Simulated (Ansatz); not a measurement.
Consider H$_{5}$PSn···H$_{2}$.

Input file:

```
crystal:
  periodic: [false, false, false]
  atoms:
    - { symbol: Sn, position_ang: [-0.587647, -0.072569, -0.420225] }
    - { symbol: H, position_ang: [0.018536, 0.115028, 2.460389] }
    - { symbol: H, position_ang: [0.901751, 0.090631, 0.391602] }
    - { symbol: H, position_ang: [-0.728075, 1.215344, -1.534764] }
    - { symbol: H, position_ang: [-0.586573, -1.545943, -1.288521] }
    - { symbol: P, position_ang: [-2.46582, 0.119307, 1.181401] }
    - { symbol: H, position_ang: [-3.444373, -0.246908, 0.221192] }
    - { symbol: H, position_ang: [-2.297015, -1.197376, 1.677617] }
    - { symbol: H, position_ang: [-0.511284, 0.210387, 2.931509] }
basis:
  gaussian: { orbitals: def2-SVP }
hamiltonian:
  xc: { name: BHLYP }
  dispersion: d4
relax:
  f_tol: 0.03
  max_steps: 50
output:
  orbitals: {}
```

Run with:

```sh
ansatz run input.yaml --threads 1 --pin off --max-ram 2048MiB --backend cpu --events-out ev --progress --plain --runs-dir out
```

The fields are those of the run's last geometry, not of the input's.

Core potentials replace the inner electrons of Sn.

Method: RKS BHLYP-D4/def2-SVP (Ansatz 0.2.0).

What can the converged electron density and electron localisation function tell about the bonding?

Answer. P6···H9 (3.10 Å): the density falls to about 0.03 e/Å³ on the way; the ELF dips to about 0 between them; a weak contact between the two molecules.
Sn–P (2.52 Å): the density is about 0.51 e/Å³ at the midpoint; the ELF peaks at about 0.90 between the atoms; a covalent bond.
P–H (1.42 Å): ρ is about 1 e/Å³ halfway; the ELF climbs to about 1 towards the hydrogen, as it does in any bond to H.
Sn–H (1.71 Å): the density is about 1.1 e/Å³ at the midpoint; the ELF climbs to about 1 towards the hydrogen.

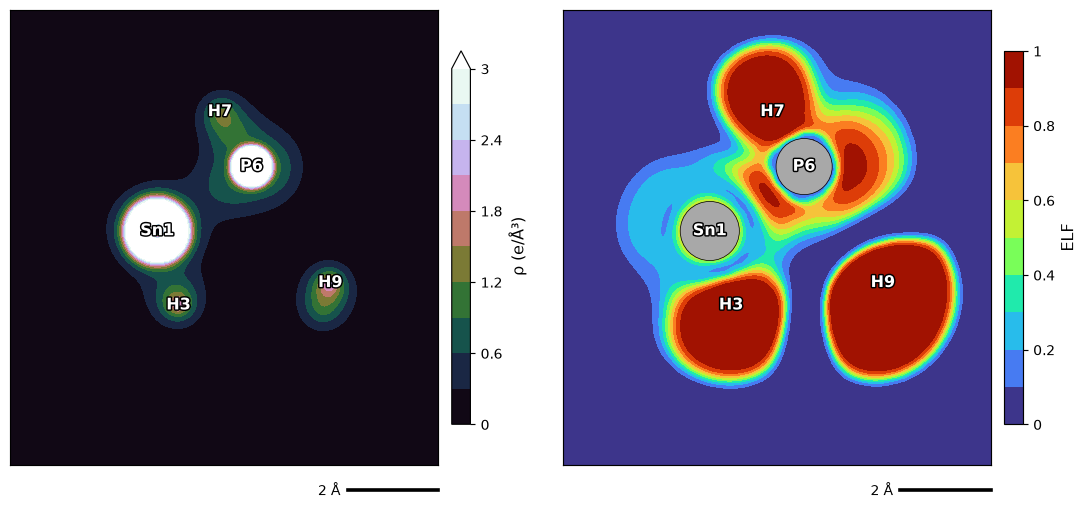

Computed electron density and electron localisation function on the plane of atoms H3, Sn1 and P6, in this order. Grey discs cover the atomic cores in the ELF map. 
